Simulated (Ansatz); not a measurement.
CH3NSi: several calculations on one system

## 1. Relaxation

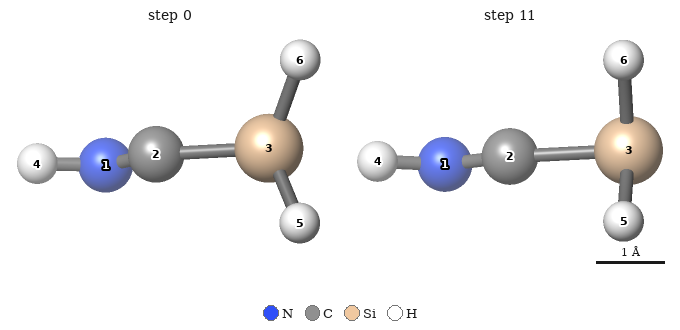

The structure of CH3NSi before (left) and after (right) a relaxation, at one scale.

The picture is a ball-and-stick view, seen at a tilt.

The run prepares an end point of a later path (torsion) calculation, from a guessed geometry.

Computed with RKS BLYP-D4/def2-SVP in Ansatz 0.2.0. Set-up: no spin polarisation; force threshold 0.015 eV/Å; at most 40 steps.

Question: Summarise the run.

Answer: Over 9 accepted moves (11 points after the start) the energy falls by 0.350 eV. Largest force component: 0.78 eV/Å at the start, 0.0054 eV/Å at the end. The line search rejected the trial steps at points 4, 7 of the run. The atom that moves furthest after the best rigid fit is Si3 (0.36 Å). By element the largest moves are Si 0.36 Å, C 0.27 Å, H 0.25 Å, N 0.07 Å. Some distances before and after: C2–Si3 1.767 → 1.839 Å, Si3–H5 1.452 → 1.516 Å, N1–C2 1.234 → 1.214 Å, N1–H4 1.019 → 1.029 Å. Bond angles that change, for instance: C2–Si3–H6 116.6° → 98.0°, C2–Si3–H5 116.5° → 98.0°, N1–C2–Si3 146.9° → 160.1°.

## 2. Relaxation

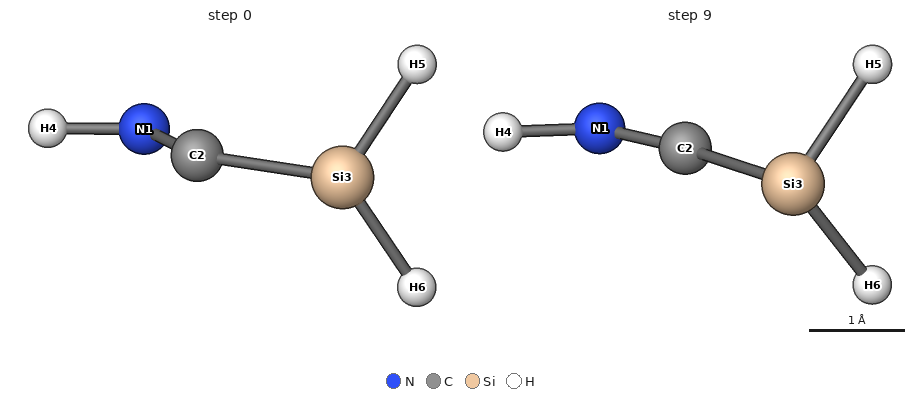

The structure of CH₃NSi before (left) and after (right) a relaxation, at one scale.

A ball-and-stick model, seen at a tilt.

The run prepares an end point of a later path (torsion) calculation, from a guessed geometry.

All numbers below come from Ansatz 0.2.0, RKS BLYP-D4/def2-SVP.

Input
```yaml
crystal:
  periodic: [false, false, false]
  atoms:
    - { symbol: "N", position_ang: [1.22581, 0.86377, -0.94824] }
    - { symbol: C, position_ang: [0.24725, 0.45007, -0.32134] }
    - { symbol: Si, position_ang: [-0.45624, -0.86803, 0.62218] }
    - { symbol: H, position_ang: [1.17466, 1.7854, -1.38057] }
    - { symbol: H, position_ang: [0.10168, -1.08675, 1.94505] }
    - { symbol: H, position_ang: [-0.76782, -2.089, -0.0993] }
basis:
  gaussian: { orbitals: def2-SVP }
hamiltonian:
  xc: blyp
  dispersion: d4
relax:
  f_tol: 0.015
  max_steps: 40
```

Run as
```bash
ansatz run input.yaml --threads 1 --pin off --max-ram 2048MiB --backend cpu --events-out ev --progress --plain --runs-dir out
```

What changed between the two?

Answer. Over 8 accepted moves (9 points after the start) the energy falls by 82.9 kJ/mol. The largest force component goes from 2.2 to 0.013 eV/Å. The line search rejected the trial step at point 6 of the run. C2 moves most after the best rigid fit: 0.42 Å. By element the largest moves are C 0.42 Å, Si 0.28 Å, H 0.16 Å, N 0.05 Å. Near-neighbour distances that change, for instance: C2–Si3 1.767 → 1.841 Å, Si3–H5 1.452 → 1.517 Å, N1–C2 1.234 → 1.210 Å, N1–H4 1.019 → 1.029 Å. Bond angles that change, for instance: N1–C2–Si3 146.9° → 169.8°, C2–Si3–H6 116.6° → 98.3°, C2–Si3–H5 116.5° → 98.3°.

## 3. Path

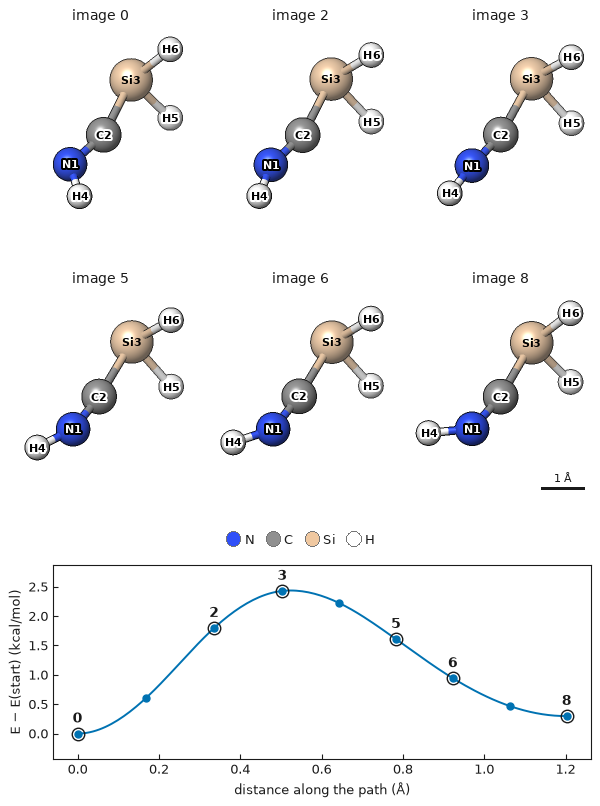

A search for the minimum-energy path of CH₃NSi by the nudged elastic band. Images are numbered from 0 (start) to 8 (end). The picture is a ball-and-stick view, seen from a free direction.

These are results of RKS BLYP-D4/def2-SVP (Ansatz), not measurements.

Input file:
```yaml
crystal:
  periodic: [false, false, false]
  atoms:
    - { symbol: "N", position_ang: [1.163858, 0.894069, -0.935719] }
    - { symbol: C, position_ang: [0.389632, 0.228239, -0.278403] }
    - { symbol: Si, position_ang: [-0.286278, -1.174744, 0.699198] }
    - { symbol: H, position_ang: [1.001372, 1.832749, -1.325657] }
    - { symbol: H, position_ang: [-1.56411, -1.386517, -0.089372] }
    - { symbol: H, position_ang: [-0.704474, -0.393806, 1.929954] }
basis:
  gaussian: { orbitals: def2-SVP }
hamiltonian:
  xc: blyp
  dispersion: d4
neb:
  order_check: false
  images: 7
  f_tol: 0.05
  max_iterations: 60
  initial_path: idpp
  final_atoms:
    - { symbol: "N", position_ang: [0.6455941, 1.30700162, -0.9204454] }
    - { symbol: C, position_ang: [0.18520466, 0.3936194, -0.2739565] }
    - { symbol: Si, position_ang: [-0.22571468, -1.14036153, 0.65732942] }
    - { symbol: H, position_ang: [1.56605769, 1.42788343, -1.36428915] }
    - { symbol: H, position_ang: [-1.51503135, -1.491777, -0.05981377] }
    - { symbol: H, position_ang: [-0.65611042, -0.49637592, 1.9611764] }
```

Command:
```bash
ansatz run input.yaml --threads 1 --pin off --max-ram 2048MiB --backend cpu --events-out ev --progress --plain --runs-dir out
```

> Read off the barrier and say what moves.

Forward barrier 2.43 kcal/mol, backward barrier 2.13 kcal/mol, with image 3 at the top; the reaction energy is +0.30 kcal/mol. The motion is an in-plane inversion: the angle C2–N1–H4 opens from 127° to 176° on the way and closes on the other side (131° at the end). No bond forms or breaks between the ends. Bond angles that change up to the highest image, for instance: C2–N1–H4 127.2° → 176.1°, N1–C2–Si3 160.1° → 167.5°. The band converged in 23 iterations. The largest component of the band force went from 0.96 to 0.023 eV/Å. The climbing image converged on the top of the path. Its vibrational analysis gives one imaginary mode (386i cm⁻¹), as a transition state must have.
